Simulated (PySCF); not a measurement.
# RuH4: triplet, from a PBE0 minimum start

Where does triplet RuH4 go from a PBE0 minimum start, is the end point a minimum, and what are its modes, charges and moments?

Program: PySCF 2.14.0. Level of theory: PBE0, basis Ru x2c-TZVPall, H x2c-TZVPall, spin-free X2C, no spin–orbit coupling, density fitting. These are calculated values, not measurements.

**1. Starting geometry**

5 atoms, charge 0, spin multiplicity 3.

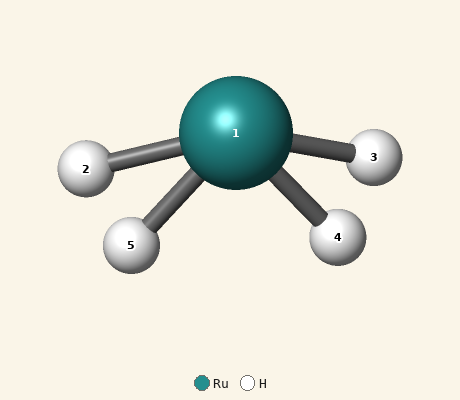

Start geometry, drawn with ruthenium teal, hydrogen white; atoms are numbered from 1 in the order of the file.

Z-matrix (Å, degrees; charge 0 multiplicity 3):
```
Ru
H  1 1.7035
H  1 1.7035 2 127.06
H  1 1.6695 2 109.21 3 -31.05
H  1 1.6695 2 32.45 3 -65.21
```

**2. The SCF at the typed geometry**

One driver script runs all steps and calls PySCF; scf.py shows how it sets up the SCF of each step. The optimiser is the driver's own. After this first run the driver tries any further starts and a stability analysis.

The input, scf.py:

```python
from pyscf import gto, scf, dft
mol = gto.M(atom='''
Ru     0.015179     0.003380    -0.032711
H     -0.822075     1.393124     0.486428
H     -0.290686    -1.609342     0.422771
H     -0.003777    -1.136768     1.186680
H     -0.384905     1.016691     1.232337''',
    basis={'Ru': 'x2c-TZVPall', 'H': 'x2c-TZVPall'},
    nucmod='G',
    charge=0, spin=2)
mf = dft.UKS(mol, xc='PBE0')
mf.grids.atom_grid = (50, 194)
aux = {'Ru': 'AutoAux', 'H': 'AutoAux'}  # AutoAux: made from the orbital basis by basis_set_exchange (get_aux=1)
mf = mf.density_fit(auxbasis=aux).sfx2c1e()
mf.conv_tol = 1e-08
mf.diis_space = 10
mf.max_cycle = 60
mf.init_guess = 'minao'
mf.verbose = 4
mf.kernel()
```

Run with:

```
> OMP_NUM_THREADS=2 python axn.py task.json out
```

Log:

```text
init E= -4531.95440910689
[... the frontier-level lines of each cycle are left out ...]
cycle= 1 E= -4529.54478242842  delta_E= 2.41  |g|= 2.53  |ddm|= 2.89
cycle= 2 E= -4524.22749778072  delta_E= 5.32  |g|= 5.27  |ddm|= 4.44
cycle= 3 E= -4531.07057899967  delta_E= -6.84  |g|= 1.82  |ddm|= 2.44
cycle= 4 E= -4532.34232627576  delta_E= -1.27  |g|= 0.299  |ddm|= 0.844
cycle= 5 E= -4532.3715108164  delta_E= -0.0292  |g|= 0.12  |ddm|= 0.139
cycle= 6 E= -4532.37774409166  delta_E= -0.00623  |g|= 0.0208  |ddm|= 0.0725
cycle= 7 E= -4532.37801582998  delta_E= -0.000272  |g|= 0.01  |ddm|= 0.0246
cycle= 8 E= -4532.37809634823  delta_E= -8.05e-05  |g|= 0.0038  |ddm|= 0.0122
cycle= 9 E= -4532.37813336831  delta_E= -3.7e-05  |g|= 0.00151  |ddm|= 0.00987
cycle= 10 E= -4532.37815398499  delta_E= -2.06e-05  |g|= 0.000923  |ddm|= 0.0114
cycle= 11 E= -4532.3781570388  delta_E= -3.05e-06  |g|= 0.000569  |ddm|= 0.00278
cycle= 12 E= -4532.37816010043  delta_E= -3.06e-06  |g|= 0.000422  |ddm|= 0.00317
cycle= 13 E= -4532.3781640332  delta_E= -3.93e-06  |g|= 0.000263  |ddm|= 0.00567
cycle= 14 E= -4532.37816613216  delta_E= -2.1e-06  |g|= 0.000103  |ddm|= 0.00603
cycle= 15 E= -4532.37816633919  delta_E= -2.07e-07  |g|= 4.56e-05  |ddm|= 0.00205
cycle= 16 E= -4532.37816634933  delta_E= -1.01e-08  |g|= 1.4e-05  |ddm|= 0.000309
cycle= 17 E= -4532.37816635089  delta_E= -1.56e-09  |g|= 5.09e-06  |ddm|= 0.000139
Extra cycle  E= -4532.37816635095  delta_E= -5.73e-11  |g|= 7.29e-06  |ddm|= 1.43e-05
converged SCF energy = -4532.37816635095  <S^2> = 2.0086427  2S+1 = 3.0057563
```

This step, with its further starts and checks, took 27 s on 2 threads of Arm Neoverse N1, shared host.

The starts that the driver tried:

| start | energy (Eh) |
| --- | --- |
| the minimal-basis guess | -4532.378166 |
| a thermally smeared density | -4532.378166 |
| a smeared PBE density | -4532.378166 |

No lower solution of this spin turned up from the other starts or in the test of internal stability.

**3. Relaxation: PBE0 minimum start, triplet**

The program finds Cs symmetry in the start, which this walk keeps.

scf.py, as its differences from that of step 2:

```diff
@@ -3,5 +3,5 @@
-Ru     0.015179     0.003380    -0.032711
-H     -0.822075     1.393124     0.486428
-H     -0.290686    -1.609342     0.422771
-H     -0.003777    -1.136768     1.186680
-H     -0.384905     1.016691     1.232337''',
+Ru     0.014862     0.003328    -0.032908
+H     -0.822392     1.393072     0.486231
+H     -0.291003    -1.609394     0.422574
+H     -0.004094    -1.136820     1.186483
+H     -0.385222     1.016639     1.232140''',
@@ -18 +17,0 @@
-mf.init_guess = 'minao'
```

The optimiser's trace:

```csv
step,energy (Eh),change (kJ/mol),largest symmetric gradient (Eh/bohr)
0,-4532.378166,0.00,0.00005
```

The walk took 4 s.

It settles in Cs symmetry, 0.0 kJ/mol below the start, after 0 steps: H–H 0.943 Å (×2), Ru–H 1.669 Å (×2), Ru–H 1.703 Å (×2); H–H–Ru 71.8° (×2), H–H–Ru 75.8° (×2), H–Ru–H 32.4° (×2), H–Ru–H 81.9°, H–Ru–H 109.2° (×2), H–Ru–H 127.1°.

**4. Hessian and properties**

On the finer grid the gradient is checked again; gradients at displacements of ±0.02 bohr then give force constants and infrared intensities.

scf.py, as its differences from that of step 3:

```diff
@@ -12 +12 @@
-mf.grids.atom_grid = (50, 194)
+mf.grids.atom_grid = (75, 302)
@@ -15 +15 @@
-mf.conv_tol = 1e-08
+mf.conv_tol = 1e-10
```

This SCF starts from the last density.

Log of the central SCF (cycles and frontier levels):

```text
init E= -4532.37844158253
[... the frontier-level lines of each cycle are left out ...]
cycle= 1 E= -4532.37844158253  delta_E= -9.09e-13  |g|= 3.71e-06  |ddm|= 3.85e-06
Extra cycle  E= -4532.37844158251  delta_E= 2.55e-11  |g|= 9.18e-06  |ddm|= 7.2e-06
converged SCF energy = -4532.37844158251  <S^2> = 2.0086403  2S+1 = 3.0057547
```

The whole step took 2.6 min.

Geometry: Cs; H–H 0.943 Å (×2), Ru–H 1.669 Å (×2), Ru–H 1.703 Å (×2); H–H–Ru 71.8° (×2), H–H–Ru 75.8° (×2), H–Ru–H 32.4° (×2), H–Ru–H 81.9°, H–Ru–H 109.2° (×2), H–Ru–H 127.1°.

Harmonic modes (main isotopes):

| symmetry | ω (cm⁻¹) | IR (km/mol) |
| --- | --- | --- |
| a'' | 225 | 78.2 |
| a' | 531 | 5.8 |
| a' | 617 | 9.0 |
| a'' | 744 | 782 |
| a' | 978 | 33.9 |
| a'' | 1744 | 109 |
| a' | 1771 | 22.4 |
| a'' | 2293 | 294 |
| a' | 2310 | 49.3 |

Every mode is real; the point is a minimum.

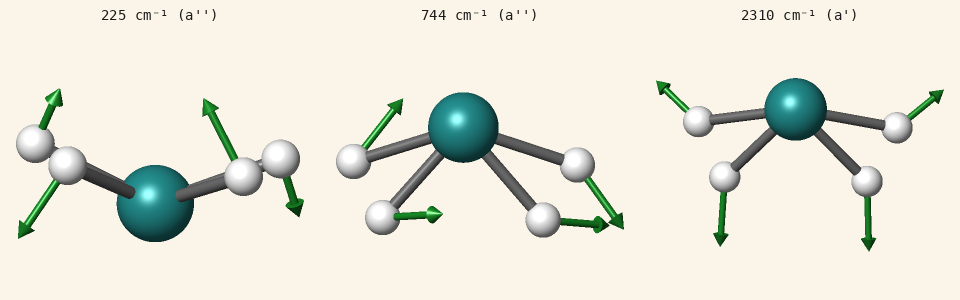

How the atoms move in 3 of the modes.

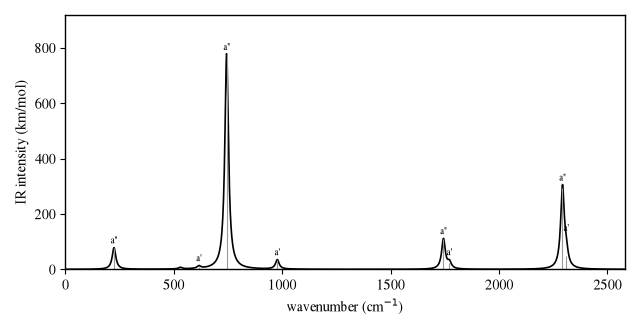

The harmonic infrared spectrum (widths in cm⁻¹). Lines are broadened to a width of 20 cm⁻¹ (Lorentzian).

Constants and moments:

* Dipole moment: 1.20 D
* Highest occupied level: -5.60 eV
* Lowest empty level: -1.76 eV
* Rotational constants: 3.985, 2.252, 1.541 cm⁻¹
* Zero-point energy: 67.1 kJ/mol
* Principal polarisabilities: 39.4, 41.3, 56.6 bohr³
* Principal traceless quadrupole moments about the centre of mass: -0.69, -0.39, 1.09 D Å
* Entropy at 298.15 K and 1 bar (electronic part: spin only): 262.7 J/(mol K)
* Heat capacity Cp at 298.15 K: 55.0 J/(mol K)
* Enthalpy at 298.15 K above 0 K: 12.58 kJ/mol
* Rotational symmetry number: 1
* Spin squared ⟨S²⟩: 2.009

Charges (e) and bond orders:

```tsv
atom	Mulliken	Löwdin	polar tensor	spin (Mulliken)	Mayer order to Ru1
Ru1	-0.07	-0.33	-0.21	1.90	–
H2,3	-0.02	0.07	-0.02	0.07	0.54
H4,5	0.05	0.10	0.13	-0.02	0.54
```

Outer orbital energies (eV). α occupied: -49.63, -13.37, -12.91, -7.24, -6.94, -6.70, -6.33, -5.60; empty: -1.69, -0.77, 1.45, 1.66. β occupied: -48.31, -48.23, -47.84, -13.13, -12.49, -6.60, -6.14, -5.63; empty: -1.76, -1.51, -1.03, -0.22.

Mulliken populations on Ru1: s 8.35, p 18.28, d 17.43, f 0.00.

**5. Results**

```
                                          quantity                                                                                                                                                             value
                                           minimum                                                                                                                                                       triplet, Cs
                                          geometry  H–H 0.943 Å (×2), Ru–H 1.669 Å (×2), Ru–H 1.703 Å (×2); H–H–Ru 71.8° (×2), H–H–Ru 75.8° (×2), H–Ru–H 32.4° (×2), H–Ru–H 81.9°, H–Ru–H 109.2° (×2), H–Ru–H 127.1°
                                wavenumbers (cm⁻¹)                                                                  225 (a''), 531 (a'), 617 (a'), 744 (a''), 978 (a'), 1744 (a''), 1771 (a'), 2293 (a''), 2310 (a')
                                     dipole moment                                                                                                                                                            1.20 D
highest occupied, lowest empty level (either spin)                                                                                                                                                   -5.60, -1.76 eV
                        polar-tensor charge of Ru1                                                                                                                                                           -0.21 e
                                 zero-point energy                                                                                                                                                       67.1 kJ/mol
                               entropy at 298.15 K                                                                                                                                                   262.7 J/(mol K)
                                              ⟨S²⟩                                                                                                                                                             2.009
```

The molecule stays Cs, as typed, and the end point is a minimum. In the infrared the band at 744 cm⁻¹ (a'') leads. Most of the spin sits on Ru1 (Mulliken spin 1.90, against 2 for the whole molecule). Other starts or spin states, not run here, may lie lower. Open d and f shells are described by one determinant, and the ground state may have another occupation or spin.

The search up to here took 3.1 min.
